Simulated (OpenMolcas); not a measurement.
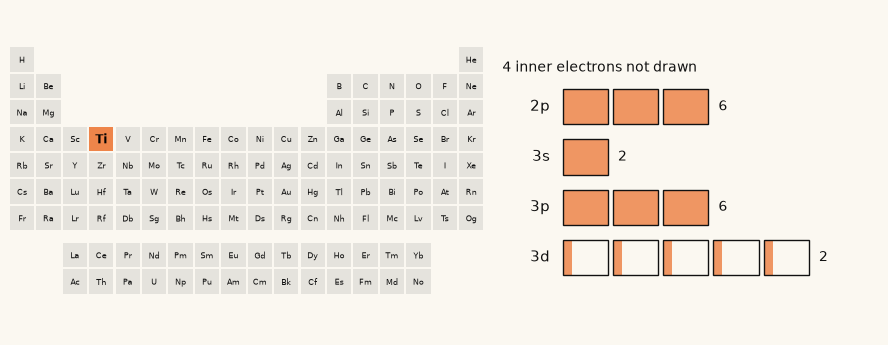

Fig. 1: Left, the place of titanium in the periodic table; right, the outer shells of the leading configuration of the lowest level: a box for each of the 2l + 1 orbitals, shaded by the share of the shell that is filled, with the electron count at the right.

## Multiconfigurational calculation, with input and output: Ti²⁺ complex

System: Ti²⁺ with 6 ligands (S; octahedron, 2.7 Å), neutralised by 6 outer point charges of +1.7 e, whose field is part of the energies.
Method: state-averaged SS-CASPT2, IPEA shift 0.25, imaginary shift 0.1 hartree, closed shells 3s 3p of the metal and the valence shells of the ligands correlated, active space 2 electrons in the shell 3d, basis ANO-RCC-VTZP on the metal and ANO-RCC-VDZP on the ligands, DKH2 scalar Hamiltonian, spin-orbit coupling by RASSI with atomic mean-field integrals (OpenMolcas).

The input:
```
&GATEWAY
Coord
7

Ti 0.0 0.0 0.0
S 2.700000 0.000000 0.000000
S 0.000000 2.700000 0.000000
S -2.700000 0.000000 0.000000
S 0.000000 -2.700000 0.000000
S 0.000000 0.000000 2.700000
S 0.000000 0.000000 -2.700000
Basis=Ti.ANO-RCC-VTZP,S.ANO-RCC-VDZP
Group=XYZ
NoMove
AngMom=0.0 0.0 0.0
AMFI
RICD
XField
3 Angstrom 0
5.500000 0.000000 0.000000 1.666667
0.000000 5.500000 0.000000 1.666667
0.000000 0.000000 5.500000 1.666667
&SEWARD
&RASSCF
FileOrb=start.orb
Symmetry=1
Spin=3
nActEl=2 0 0
Inactive=30 33
Ras2=5 0
CIRoot=10 10 1
SDav=10
CIMx=300
Iter=150 100
PrWF=0.3
OrbListing=Nothing
MaxOrb=0
LevShft=1.0
>>> COPY $Project.JobIph JOB001
&RASSCF
FileOrb=start.orb
Symmetry=1
Spin=1
nActEl=2 0 0
Inactive=30 33
Ras2=5 0
CIRoot=15 15 1
SDav=15
CIMx=300
Iter=150 100
PrWF=0.3
OrbListing=Nothing
MaxOrb=0
LevShft=1.0
>>> COPY $Project.JobIph JOB002
&RASSI
NrOfJobIphs=2 10 15
1 2 3 4 5 6 7 8 9 10
1 2 3 4 5 6 7 8 9 10 11 12 13 14 15
IphNames
JOB001
JOB002
EJob
SpinOrbit
DIPRint=1.0
SOCoupling=1000.0
Subsets=2
Property=9
'ANGMOM' 1 'ANGMOM' 2 'ANGMOM' 3 'MLTPL  1' 1 'MLTPL  1' 2 'MLTPL  1' 3
'AMFI' 1 'AMFI' 2 'AMFI' 3
SOProperty=3
'ANGMOM' 1 'ANGMOM' 2 'ANGMOM' 3
>>> COPY JOB001 $Project.JobIph
&CASPT2
Multistate=10 1 2 3 4 5 6 7 8 9 10
NoMult
Frozen=17 18
IPEA=0.25
Imaginary=0.1
MaxIter=60
WThr=0.0 0.3 0.05
PrWF=0.5
NoMix
>>> COPY JOB002 $Project.JobIph
&CASPT2
Multistate=15 1 2 3 4 5 6 7 8 9 10 11 12 13 14 15
NoMult
Frozen=17 18
IPEA=0.25
Imaginary=0.1
MaxIter=60
WThr=0.0 0.3 0.05
PrWF=0.5
NoMix
```

The file start.orb holds starting orbitals from an earlier step. A driver script formed the levels outside the program, from RASSI's spin-orbit matrix and the CASPT2 energies (for multi-state variants, the effective Hamiltonian), averaged over the components of each term or state. The log and the time are those of the CASPT2 step.

Command:
```bash
OMP_NUM_THREADS=1 MOLCAS_MEM=2457 MOLCAS_PROJECT=a pymolcas a.inp > a.log  # once for each step of the input, in one work folder
```

The program's output (extracts):
```
--- CASPT2 ---
Orbital specifications:
      -----------------------

      Symmetry species                           1   2
                                                ag  au
      Frozen orbitals                           17  18
      Inactive orbitals                         13  15
      Active orbitals                            5   0
      Secondary orbitals                        49  50
      Deleted orbitals                           0   0
      Number of basis functions                 84  83
Type of calculation                        SS-CASPT2
      Fock operator                              state-specific
      IPEA shift                                 0.25
      Real shift                                 0.00
      Imaginary shift                            0.10
      The input orbitals will be transformed to quasi-canonical
Reference energy:       -3249.6818779361
      E2 (Non-variational):      -1.2457716097
      Shift correction:          -0.0031869951
      E2 (Variational):          -1.2489586049
      Total energy:           -3250.9308365409
      Residual norm:              0.0000002255
      Reference weight:           0.63755
      Contributions to the CASPT2 correlation energy
      Active & Virtual Only:         -0.0069496015
      One Inactive Excited:          -0.1241854002
      Two Inactive Excited:          -1.1146366081
Reference energy:       -3249.6818779360
      E2 (Non-variational):      -1.2457659076
      Shift correction:          -0.0031868998
      E2 (Variational):          -1.2489528074
      Total energy:           -3250.9308307434
      Residual norm:              0.0000002249
      Reference weight:           0.63755
      Contributions to the CASPT2 correlation energy
      Active & Virtual Only:         -0.0069496225
      One Inactive Excited:          -0.1241796257
      Two Inactive Excited:          -1.1146366594
::    CASPT2 Root  1     Total energy:  -3250.93083654
::    CASPT2 Root  2     Total energy:  -3250.93083074
::    CASPT2 Root  3     Total energy:  -3250.93100709
::    CASPT2 Root  4     Total energy:  -3250.92212574
::    CASPT2 Root  5     Total energy:  -3250.92202589
::    CASPT2 Root  6     Total energy:  -3250.92237668
::    CASPT2 Root  7     Total energy:  -3250.91388746
::    CASPT2 Root  8     Total energy:  -3250.88314481
::    CASPT2 Root  9     Total energy:  -3250.88307356
::    CASPT2 Root 10     Total energy:  -3250.88314337
--- CASPT2 ---
Orbital specifications:
      -----------------------

      Symmetry species                           1   2
                                                ag  au
      Frozen orbitals                           17  18
      Inactive orbitals                         13  15
      Active orbitals                            5   0
      Secondary orbitals                        49  50
      Deleted orbitals                           0   0
      Number of basis functions                 84  83
Type of calculation                        SS-CASPT2
      Fock operator                              state-specific
      IPEA shift                                 0.25
      Real shift                                 0.00
      Imaginary shift                            0.10
      The input orbitals will be transformed to quasi-canonical
Reference energy:       -3249.6324461043
      E2 (Non-variational):      -1.2660806563
      Shift correction:          -0.0035026996
      E2 (Variational):          -1.2695833559
      Total energy:           -3250.9020294602
      Residual norm:              0.0000003285
      Reference weight:           0.62957
      Contributions to the CASPT2 correlation energy
      Active & Virtual Only:         -0.0176020100
      One Inactive Excited:          -0.1267391422
      Two Inactive Excited:          -1.1217395040
Reference energy:       -3249.6324461037
      E2 (Non-variational):      -1.2662084576
      Shift correction:          -0.0035171296
      E2 (Variational):          -1.2697255872
      Total energy:           -3250.9021716909
      Residual norm:              0.0000003520
      Reference weight:           0.62942
      Contributions to the CASPT2 correlation energy
      Active & Virtual Only:         -0.0176632401
      One Inactive Excited:          -0.1267363875
      Two Inactive Excited:          -1.1218088299
::    CASPT2 Root  1     Total energy:  -3250.90202946
::    CASPT2 Root  2     Total energy:  -3250.90217169
::    CASPT2 Root  3     Total energy:  -3250.90217311
::    CASPT2 Root  4     Total energy:  -3250.89984415
::    CASPT2 Root  5     Total energy:  -3250.89999911
::    CASPT2 Root  6     Total energy:  -3250.87684750
::    CASPT2 Root  7     Total energy:  -3250.87689348
::    CASPT2 Root  8     Total energy:  -3250.87658713
::    CASPT2 Root  9     Total energy:  -3250.87063154
::    CASPT2 Root 10     Total energy:  -3250.87063327
::    CASPT2 Root 11     Total energy:  -3250.86925336
::    CASPT2 Root 12     Total energy:  -3250.87605209
::    CASPT2 Root 13     Total energy:  -3250.87599260
::    CASPT2 Root 14     Total energy:  -3250.87864562
::    CASPT2 Root 15     Total energy:  -3250.80719993
```

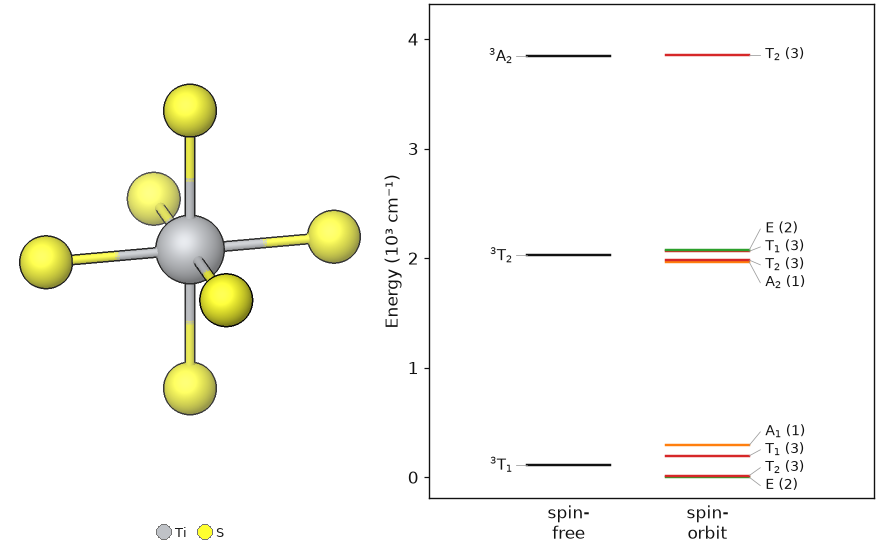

Fig. 2: Ti²⁺ (3d²) with 6 ligands, S²⁻, at 2.7 Å (arrangement: octahedron, Oh), neutralised by outer point charges of +1.7 e, and its levels. Labels give the representation in O, Td, D4 or D3 as the site allows (double group for half-integer spin) where it could be assigned and, in brackets, the degeneracy; spin-free states, where drawn, share the zero of the spin-orbit levels. The ground level is E, doubly degenerate, 100 % from states of spin multiplicity 3. Its principal g values are all close to zero. The next level lies at 14 cm⁻¹ (T₂). The lowest spin-free state is ³T₁, from the free-ion F term; of the same spin there follow at 1,910 cm⁻¹ (³T₂) and 3,730 cm⁻¹ (³A₂) above it.

Results in brief:

- outcome: converged; degenerate states are split by up to 303 cm⁻¹
- energy of the lowest spin-free term: −3250.93089 hartree
- energy of the lowest spin-orbit level: −3250.93140 hartree
- CASPT2 correlation energy: −1.2490 hartree
- largest spread among components of a term: 302.9 cm⁻¹
- lowest reference weight: 0.618
- hardware: 1 thread of Arm Neoverse V1, 24 GiB of memory available, shared host
- wall time: 2.1 min
- peak memory: 0.2 GiB

Notes:

The components of ¹T1, which symmetry makes degenerate, are split by 303 cm⁻¹ in CASPT2, and those of 2 more by over 50 cm⁻¹. This is an artefact; the levels of such states rest on averages and are uncertain by about as much. Limits: covalent bonds, ligand orbitals missing from the active space; bare point charges leave oxide and sulfide ligands too diffuse, field too small; distances are set from ionic radii, not optimised.
